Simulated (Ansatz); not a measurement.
**C₄H₁₃NSi (SMILES CCN([SiH3])CC): density, localisation and related maps**

The calculation's input:

```
crystal:
  periodic: [false, false, false]
  atoms:
    - {symbol: C, position_ang: [-1.233025, -0.693671, 1.916677]}
    - {symbol: C, position_ang: [-0.174729, 0.131656, 1.214126]}
    - {symbol: N, position_ang: [-0.338300, 0.165711, -0.226609]}
    - {symbol: Si, position_ang: [-0.902334, -1.194276, -1.121490]}
    - {symbol: C, position_ang: [0.449276, 1.189405, -0.888934]}
    - {symbol: C, position_ang: [1.950061, 0.935435, -0.909295]}
    - {symbol: H, position_ang: [-1.186699, -1.747924, 1.627190]}
    - {symbol: H, position_ang: [-2.235346, -0.324675, 1.690173]}
    - {symbol: H, position_ang: [-1.083804, -0.649413, 2.997386]}
    - {symbol: H, position_ang: [-0.224405, 1.165200, 1.583194]}
    - {symbol: H, position_ang: [0.818533, -0.247613, 1.500985]}
    - {symbol: H, position_ang: [-0.854348, -0.794648, -2.551825]}
    - {symbol: H, position_ang: [-2.295836, -1.565631, -0.758368]}
    - {symbol: H, position_ang: [-0.079845, -2.432970, -0.952552]}
    - {symbol: H, position_ang: [0.249557, 2.149608, -0.393561]}
    - {symbol: H, position_ang: [0.088415, 1.292919, -1.915928]}
    - {symbol: H, position_ang: [2.470474, 1.750396, -1.419103]}
    - {symbol: H, position_ang: [2.179830, 0.005177, -1.435777]}
    - {symbol: H, position_ang: [2.360524, 0.861116, 0.100111]}
basis:
  gaussian: {orbitals: def2-TZVPP}
hamiltonian: {xc: pbe0, dispersion: d4}
output: {orbitals: {seedname: orbitals}}
```

Command:

```sh
ansatz run in.yaml --threads 4 --pin off --events-out ev --progress --plain --max-ram 11315MiB
```

Geometry: PBE0-D4/def2-TZVP.

These are results of Ansatz, RKS PBE0-D4/def2-TZVPP, not measurements.

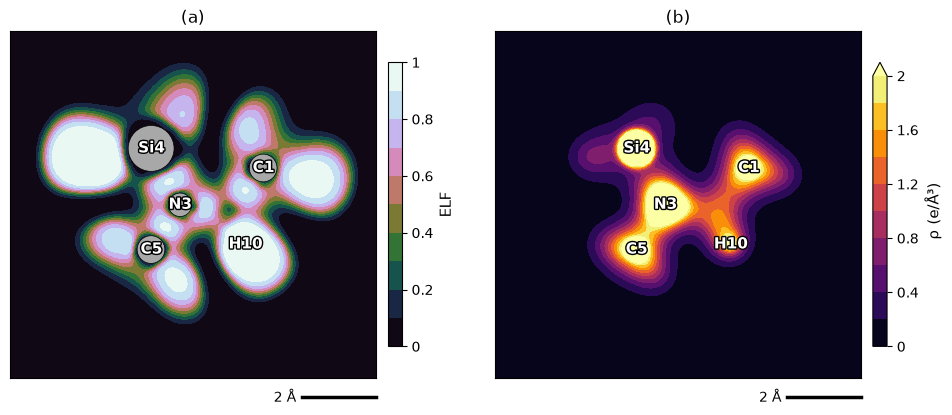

Figure 1. (a) electron localisation function; (b) electron density on the plane of atoms Si4, N3 and C5. Grey discs cover the atomic cores in the ELF map.

### What does the map show?

The section cuts through C, N, Si and H sites.
C–N (1.45 Å): ρ at the midpoint is about 1.9 e/Å³; the ELF peaks at about 0.90 between the atoms, as expected for localised, covalent bonding.
Si–N (1.72 Å): ρ at the midpoint is about 1.1 e/Å³; the ELF peaks at about 0.90 between the atoms: a shared but strongly polarised pair.

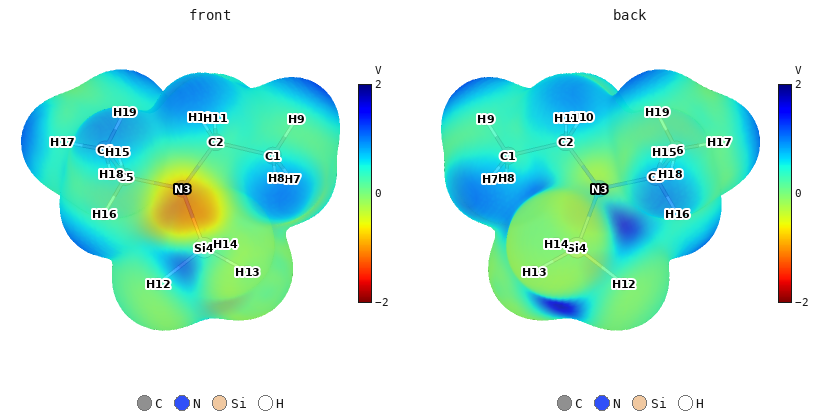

Figure 2. The electrostatic potential painted on the density surface at 0.004 e/bohr³, seen from the front and from behind; red is negative and blue positive.

### Where is the surface potential most negative and most positive?

The most negative region (about −1.0 V) lies over N3, the most positive (about +1.5 V) over Si4. N3 is the likeliest acceptor of a hydrogen bond.

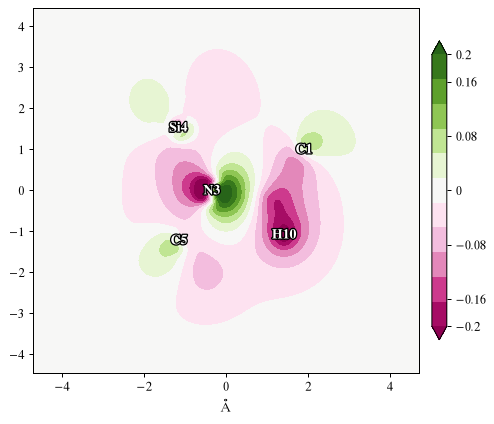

Figure 3. The HOMO on the plane of atoms Si4, N3 and C5 (values in Å⁻³ᐟ²; the overall sign is arbitrary).

### Describe this orbital and give its energy.

It lies mainly on N3 (about 50 %), Si4 (about 10 %), C2 (about 5 %) and C5 (about 5 %). Its energy is −6.29 eV.
